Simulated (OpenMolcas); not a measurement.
## Run report: SbH, relativistic diatomic calculation (part 2 of 2)

Continued. System: SbH. Method: SA-CASSCF(4,4)/XMS-CASPT2 + RASSI spin-orbit (X2C scalar, AMFI), ANO-RCC-VTZP (OpenMolcas).

## Output (extracts), continued
```
++ Dipole transition strengths (spin-free states):
     for osc. strength at least  1.00000000E-05
      From   To        Osc. strength     Einstein coefficients Ax, Ay, Az (sec-1)    Total A (sec-1)
         1    5       3.78416010E-02  2.02927787E+07  1.47310808E+05  0.00000000E+00  2.04400895E+07
         1    6       3.78416017E-02  1.47310824E+05  2.02927804E+07  0.00000000E+00  2.04400912E+07
         1    7       9.19958844E-04  1.15965773E+05  8.59508894E+05  0.00000000E+00  9.75474667E+05
         1    8       9.19958121E-04  8.59508081E+05  1.15965897E+05  0.00000000E+00  9.75473978E+05
         2   10       5.17658433E-03  4.82055835E+05  2.11922512E+06  0.00000000E+00  2.60128095E+06
         2   11       5.17658524E-03  2.11922561E+06  4.82056016E+05  0.00000000E+00  2.60128163E+06
         2   12       4.40678262E-03  5.83087186E+05  3.27332012E+06  0.00000000E+00  3.85640730E+06
         2   13       4.40678131E-03  3.27331918E+06  5.83086987E+05  0.00000000E+00  3.85640616E+06
         3   10       5.17656765E-03  2.11920474E+06  4.82051276E+05  0.00000000E+00  2.60125602E+06
         3   11       5.17656897E-03  4.82051372E+05  2.11920552E+06  0.00000000E+00  2.60125689E+06
         3   12       4.40677195E-03  3.27329640E+06  5.83082969E+05  0.00000000E+00  3.85637937E+06
         3   13       4.40677073E-03  5.83082767E+05  3.27329553E+06  0.00000000E+00  3.85637830E+06
         4   10       5.29001532E-03  2.80277399E+02  1.47881433E+06  0.00000000E+00  1.47909461E+06
         4   11       5.29001494E-03  1.47881439E+06  2.80277546E+02  0.00000000E+00  1.47909466E+06
         4   12       1.49050278E-03  8.52875280E+02  8.49595269E+05  0.00000000E+00  8.50448145E+05
         4   13       1.49050351E-03  8.49595685E+05  8.52874810E+02  0.00000000E+00  8.50448560E+05
         5    7       2.34277578E-05  0.00000000E+00  0.00000000E+00  2.03580185E+03  2.03580185E+03
         5    8       4.15410642E-04  0.00000000E+00  0.00000000E+00  3.60979484E+04  3.60979484E+04
         6    7       4.15410644E-04  0.00000000E+00  0.00000000E+00  3.60979325E+04  3.60979325E+04
         6    8       2.34277689E-05  0.00000000E+00  0.00000000E+00  2.03580306E+03  2.03580306E+03
        10   12       1.63749872E-04  0.00000000E+00  0.00000000E+00  8.40762700E+03  8.40762700E+03
        11   13       1.63749599E-04  0.00000000E+00  0.00000000E+00  8.40761078E+03  8.40761078E+03
 Electric-quadrupole - electric-quadrupole not included
 Electric-dipole - electric-octupole not included
 Electric-dipole - magnetic-quadrupole not included
   Eigenvalues of complex Hamiltonian:
  (Shifted by EMIN (a.u.) =      -6479.0207271028)
 SO State       Relative EMIN(au)   Rel lowest level(eV)    D:o, cm**(-1)      Omega
     1            -0.0026997909        0.0000000000              0.0000         0.0
     2            -0.0004636932        0.0608473177            490.7667         1.0
     3            -0.0004636932        0.0608473179            490.7667         1.0
     4             0.0306071228        0.9063272944           7310.0226         2.0
     5             0.0306075186        0.9063380623           7310.1095         2.0
     6             0.0644004663        1.8258910163          14726.8042         0.0
     7             0.1234653380        3.4331280523          27690.0451         2.0
     8             0.1234653398        3.4331281022          27690.0456         2.0
     9             0.1284523574        3.5688317634          28784.5694         1.0
    10             0.1284523613        3.5688318707          28784.5703         1.0
    11             0.1357288628        3.7668355632          30381.5777         0.0
    12             0.1368470074        3.7972618267          30626.9821         0.0
    13             0.1574986876        4.3592226749          35159.5020         1.0
    14             0.1574986926        4.3592228108          35159.5031         1.0
    15             0.1750456636        4.8367002149          39010.6181         0.0
    16             0.1758462255        4.8584846142          39186.3211         0.0
    17             0.1788196723        4.9393962232          39838.9173         1.0
    18             0.1788196785        4.9393963929          39838.9186         1.0
    19             0.1857825019        5.1288644690          41367.0817         2.0
    20             0.1857825022        5.1288644791          41367.0818         2.0
    21             0.1982722664        5.4687282756          44108.2682         1.0
    22             0.1982722671        5.4687282935          44108.2683         1.0
    23             0.2059063316        5.6764617735          45783.7518         0.0
    24             0.2065082542        5.6928409211          45915.8586         1.0
    25             0.2065082545        5.6928409289          45915.8586         1.0
    26             0.2078407758        5.7291006814          46208.3133         2.0
    27             0.2078407758        5.7291006800          46208.3133         2.0
 Weights of the five most important spin-orbit-free states for each spin-orbit state.
 SO State  Total energy (au)           Spin-free states, spin, and weights
    1        -0.002700       1 1.0  0.9641    4 0.0  0.0336    5 1.0  0.0006    6 1.0  0.0006    7 1.0  0.0006
    2        -0.000464       1 1.0  0.9970    5 1.0  0.0012   11 0.0  0.0009   13 0.0  0.0005    8 1.0  0.0003
    3        -0.000464       1 1.0  0.9970    6 1.0  0.0012   10 0.0  0.0009   12 0.0  0.0005    7 1.0  0.0003
    4         0.030607       2 0.0  0.9943    5 1.0  0.0023    6 1.0  0.0023    7 1.0  0.0006    8 1.0  0.0006
    5         0.030608       3 0.0  0.9943    5 1.0  0.0023    6 1.0  0.0023    7 1.0  0.0006    8 1.0  0.0006
    6         0.064400       4 0.0  0.9557    1 1.0  0.0323    5 1.0  0.0055    6 1.0  0.0055    8 1.0  0.0005
    7         0.123465       5 1.0  0.4953    6 1.0  0.4953    9 2.0  0.0047    2 0.0  0.0046    7 1.0  0.0001
    8         0.123465       5 1.0  0.4953    6 1.0  0.4953    9 2.0  0.0047    3 0.0  0.0046    7 1.0  0.0001
    9         0.128452       5 1.0  0.9567   11 0.0  0.0385    9 2.0  0.0025    1 1.0  0.0017   10 0.0  0.0004
   10         0.128452       6 1.0  0.9567   10 0.0  0.0385    9 2.0  0.0025    1 1.0  0.0017   11 0.0  0.0004
   11         0.135729       6 1.0  0.4989    5 1.0  0.4989    9 2.0  0.0021    8 1.0  0.0001    7 1.0  0.0001
   12         0.136847       6 1.0  0.4937    5 1.0  0.4937    4 0.0  0.0096    1 1.0  0.0028    8 1.0  0.0001
   13         0.157499      10 0.0  0.9585    6 1.0  0.0387    7 1.0  0.0013    1 1.0  0.0005    5 1.0  0.0004
   14         0.157499      11 0.0  0.9585    5 1.0  0.0387    8 1.0  0.0013    1 1.0  0.0005    6 1.0  0.0004
   15         0.175046       7 1.0  0.4919    8 1.0  0.4919    9 2.0  0.0161    5 1.0  0.0000    6 1.0  0.0000
   16         0.175846       7 1.0  0.4989    8 1.0  0.4989    4 0.0  0.0012    1 1.0  0.0008    5 1.0  0.0001
   17         0.178820       7 1.0  0.8659   12 0.0  0.0971    9 2.0  0.0274   13 0.0  0.0078   10 0.0  0.0014
   18         0.178820       8 1.0  0.8659   13 0.0  0.0971    9 2.0  0.0274   12 0.0  0.0078   11 0.0  0.0014
   19         0.185783       8 1.0  0.4496    7 1.0  0.4496    9 2.0  0.0986    2 0.0  0.0009    6 1.0  0.0006
   20         0.185783       8 1.0  0.4496    7 1.0  0.4496    9 2.0  0.0986    3 0.0  0.0009    6 1.0  0.0006
   21         0.198272      12 0.0  0.8244    7 1.0  0.0859   13 0.0  0.0546    9 2.0  0.0338    1 1.0  0.0007
   22         0.198272      13 0.0  0.8244    8 1.0  0.0859   12 0.0  0.0546    9 2.0  0.0338    1 1.0  0.0007
   23         0.205906       9 2.0  0.9818    7 1.0  0.0080    8 1.0  0.0080    6 1.0  0.0011    5 1.0  0.0011
   24         0.206508       9 2.0  0.9361    7 1.0  0.0459   12 0.0  0.0136    6 1.0  0.0022   13 0.0  0.0017
   25         0.206508       9 2.0  0.9361    8 1.0  0.0459   13 0.0  0.0136    5 1.0  0.0022   12 0.0  0.0017
   26         0.207841       9 2.0  0.8966    8 1.0  0.0498    7 1.0  0.0498    5 1.0  0.0019    6 1.0  0.0019
   27         0.207841       9 2.0  0.8966    8 1.0  0.0498    7 1.0  0.0498    5 1.0  0.0019    6 1.0  0.0019
++ Dipole transition strengths (SO states):
        for osc. strength at least   1.00000000E-05
      From   To        Osc. strength     Einstein coefficients Ax, Ay, Az (sec-1)    Total A (sec-1)
         1    9       3.65727625E-02  2.00534164E+07  1.59057217E+05  0.00000000E+00  2.02124736E+07
         1   10       3.65727627E-02  1.59057233E+05  2.00534177E+07  0.00000000E+00  2.02124750E+07
         1   13       5.54048156E-04  1.20674945E+02  4.56730947E+05  0.00000000E+00  4.56851622E+05
         1   14       5.54047773E-04  4.56730659E+05  1.20675422E+02  0.00000000E+00  4.56851335E+05
         1   17       8.79586552E-04  1.13426228E+05  8.17758534E+05  0.00000000E+00  9.31184762E+05
         1   18       8.79585829E-04  8.17757719E+05  1.13426342E+05  0.00000000E+00  9.31184061E+05
         1   21       2.11645274E-05  1.22254570E+03  2.62431633E+04  0.00000000E+00  2.74657090E+04
         1   22       2.11645327E-05  2.62431750E+04  1.22254103E+03  0.00000000E+00  2.74657160E+04
         1   24       3.06121933E-04  6.11380399E+04  3.69350994E+05  0.00000000E+00  4.30489034E+05
         1   25       3.06121893E-04  3.69350909E+05  6.11380696E+04  0.00000000E+00  4.30488979E+05
         2    6       1.02306024E-04  1.37929156E+04  3.70684971E+01  0.00000000E+00  1.38299841E+04
         2    7       1.79776925E-02  7.01123352E+06  1.86014153E+06  0.00000000E+00  8.87137504E+06
         2    8       1.79779391E-02  1.86020541E+06  7.01129158E+06  0.00000000E+00  8.87149699E+06
         2   11       1.97061214E-02  3.24170334E+04  1.17116570E+07  0.00000000E+00  1.17440740E+07
         2   12       1.97200824E-02  1.19131517E+07  3.30096449E+04  0.00000000E+00  1.19461613E+07
         2   14       1.19359571E-05  0.00000000E+00  0.00000000E+00  9.56919714E+03  9.56919714E+03
         2   15       4.79722037E-04  3.37615801E+02  4.74451879E+05  0.00000000E+00  4.74789495E+05
         2   16       5.67053869E-04  5.66002722E+05  3.52215832E+02  0.00000000E+00  5.66354938E+05
         2   19       2.22518521E-04  1.85394519E+05  6.26055859E+04  0.00000000E+00  2.48000105E+05
         2   20       2.22518301E-04  6.26054652E+04  1.85394396E+05  0.00000000E+00  2.47999861E+05
         2   23       1.20565756E-04  3.52201024E+02  1.64626580E+05  0.00000000E+00  1.64978781E+05
         2   26       3.19761612E-04  9.82510840E+04  3.47543084E+05  0.00000000E+00  4.45794168E+05
         2   27       3.19761758E-04  3.47543130E+05  9.82512416E+04  0.00000000E+00  4.45794372E+05
         3    6       1.02306016E-04  3.70685229E+01  1.37929144E+04  0.00000000E+00  1.38299829E+04
         3    7       1.79779399E-02  1.86020541E+06  7.01129172E+06  0.00000000E+00  8.87149714E+06
         3    8       1.79776928E-02  7.01123387E+06  1.86014158E+06  0.00000000E+00  8.87137544E+06
         3   11       1.97061085E-02  1.17116492E+07  3.24171184E+04  0.00000000E+00  1.17440663E+07
         3   12       1.97200943E-02  3.30095660E+04  1.19131589E+07  0.00000000E+00  1.19461685E+07
         3   13       1.19359552E-05  0.00000000E+00  0.00000000E+00  9.56919502E+03  9.56919502E+03
         3   15       4.79721212E-04  4.74451065E+05  3.37613222E+02  0.00000000E+00  4.74788678E+05
         3   16       5.67054798E-04  3.52216589E+02  5.66003649E+05  0.00000000E+00  5.66355865E+05
         3   19       2.22518227E-04  6.26054598E+04  1.85394318E+05  0.00000000E+00  2.47999778E+05
         3   20       2.22518536E-04  1.85394519E+05  6.26056038E+04  0.00000000E+00  2.48000123E+05
         3   23       1.20565707E-04  1.64626510E+05  3.52202591E+02  0.00000000E+00  1.64978713E+05
         3   26       3.19761790E-04  3.47543174E+05  9.82512418E+04  0.00000000E+00  4.45794416E+05
         3   27       3.19761605E-04  9.82510725E+04  3.47543086E+05  0.00000000E+00  4.45794158E+05
         4    7       1.00645015E-05  0.00000000E+00  0.00000000E+00  2.78832771E+03  2.78832771E+03
         4    9       1.83479074E-04  5.00060056E+04  6.43266572E+03  0.00000000E+00  5.64386713E+04
         4   10       1.83479176E-04  6.43266999E+03  5.00060371E+04  0.00000000E+00  5.64387071E+04
         4   13       4.91879368E-03  4.74620635E+05  2.07007002E+06  0.00000000E+00  2.54469066E+06
         4   14       4.91879479E-03  2.07007060E+06  4.74620829E+05  0.00000000E+00  2.54469143E+06
         4   17       5.44933745E-04  5.27025774E+03  3.79343257E+05  0.00000000E+00  3.84613515E+05
         4   18       5.44933820E-04  3.79343352E+05  5.27024795E+03  0.00000000E+00  3.84613600E+05
         4   21       3.9393061
```

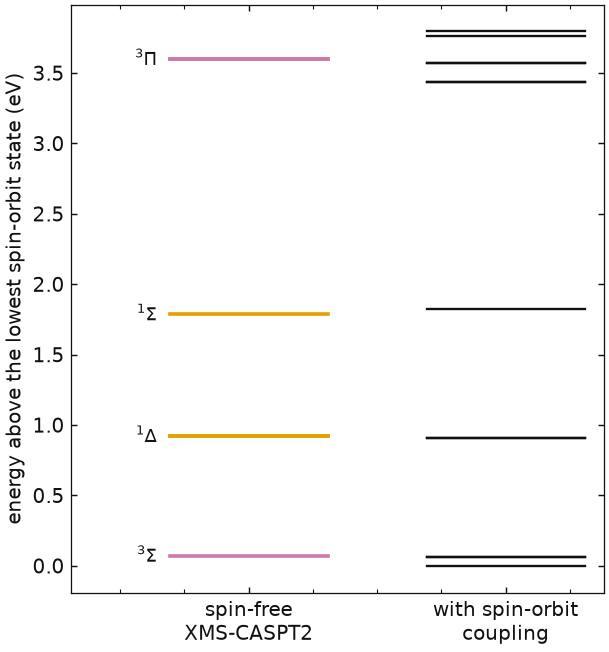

*States up to 3.9 eV at 1.725 Å, without spin-orbit coupling (left, a colour for each spin multiplicity) and with it (right, where close levels merge).*

The spin-free states run ³Σ (0.00 eV), ¹Δ (0.85 eV), ¹Σ (1.71 eV), ³Π (3.53 eV) from the lowest. The lowest spin-orbit levels have |Ω| = 0 (0 cm⁻¹), 1 (491 cm⁻¹), 2 (7,310 cm⁻¹), 0 (14,727 cm⁻¹), 2 (27,690 cm⁻¹).

## Input
```
&GATEWAY
Coord
2
angstrom
Sb 0.0 0.0 0.0
H 0.0 0.0 1.7250
Basis=ANO-RCC-VTZP
Group=XY
RX2C
AMFI
ANGMom
0.0 0.0 0.0
RICD
&SEWARD
&GUESSORB
&RASSCF
FileOrb=$CurrDir/o31.orb
Symmetry=1
Spin=3
nActEl=4 0 0
Inactive=14 10
RAS2=2 2
CIRoot=1 1 1
Linear
Iterations=120 100
OrbListing=Nothing
PRWF=0.15
>>COPY $Project.RasOrb $CurrDir/o31.orb
>>COPY $Project.rasscf.h5 $CurrDir/r31.h5
&CASPT2
XMultistate=all
Imaginary=0.2
IPEA=0.25
MaxIter=40
>>COPY $Project.JobMix JOB001
&RASSCF
FileOrb=$CurrDir/o11.orb
Symmetry=1
Spin=1
nActEl=4 0 0
Inactive=14 10
RAS2=2 2
CIRoot=3 3 1
Linear
Iterations=120 100
OrbListing=Nothing
PRWF=0.15
>>COPY $Project.RasOrb $CurrDir/o11.orb
>>COPY $Project.rasscf.h5 $CurrDir/r11.h5
&CASPT2
XMultistate=all
Imaginary=0.2
IPEA=0.25
MaxIter=40
>>COPY $Project.JobMix JOB002
&RASSCF
FileOrb=$CurrDir/o32.orb
Symmetry=2
Spin=3
nActEl=4 0 0
Inactive=14 10
RAS2=2 2
CIRoot=4 4 1
Linear
Iterations=120 100
OrbListing=Nothing
PRWF=0.15
>>COPY $Project.RasOrb $CurrDir/o32.orb
>>COPY $Project.rasscf.h5 $CurrDir/r32.h5
&CASPT2
XMultistate=all
Imaginary=0.2
IPEA=0.25
MaxIter=40
>>COPY $Project.JobMix JOB003
&RASSCF
FileOrb=$CurrDir/o51.orb
Symmetry=1
Spin=5
nActEl=4 0 0
Inactive=14 10
RAS2=2 2
CIRoot=1 1 1
Linear
Iterations=120 100
OrbListing=Nothing
PRWF=0.15
>>COPY $Project.RasOrb $CurrDir/o51.orb
>>COPY $Project.rasscf.h5 $CurrDir/r51.h5
&CASPT2
XMultistate=all
Imaginary=0.2
IPEA=0.25
MaxIter=40
>>COPY $Project.JobMix JOB004
&RASSCF
FileOrb=$CurrDir/o12.orb
Symmetry=2
Spin=1
nActEl=4 0 0
Inactive=14 10
RAS2=2 2
CIRoot=4 4 1
Linear
Iterations=120 100
OrbListing=Nothing
PRWF=0.15
>>COPY $Project.RasOrb $CurrDir/o12.orb
>>COPY $Project.rasscf.h5 $CurrDir/r12.h5
&CASPT2
XMultistate=all
Imaginary=0.2
IPEA=0.25
MaxIter=40
>>COPY $Project.JobMix JOB005
&RASSI
Nr of JobIphs=5 1 3 4 1 4
1
1 2 3
1 2 3 4
1
1 2 3 4
SpinOrbit
EJob
Omega
MEES
MESO
Properties=4
'AngMom' 3 'Mltpl  1' 1 'Mltpl  1' 2 'Mltpl  1' 3
Thrs=1.0d-4
>>COPY $Project.rassi.h5 $CurrDir/so.h5
```

The first orbital files come from an earlier step.

Command:
```bash
pymolcas m.inp (one call a module block, same work directory)
```

## Summary

- outcome: converged
- lowest spin-free state: ³Σ
- lowest spin-orbit level: Ω = 0, −6479.02343 hartree
- next level: Ω = 1, 491 cm⁻¹
- hardware: 1 thread of Arm Neoverse V2, 128 GiB of memory available, shared host
- wall time: 33 s
- peak memory: 0.33 GiB
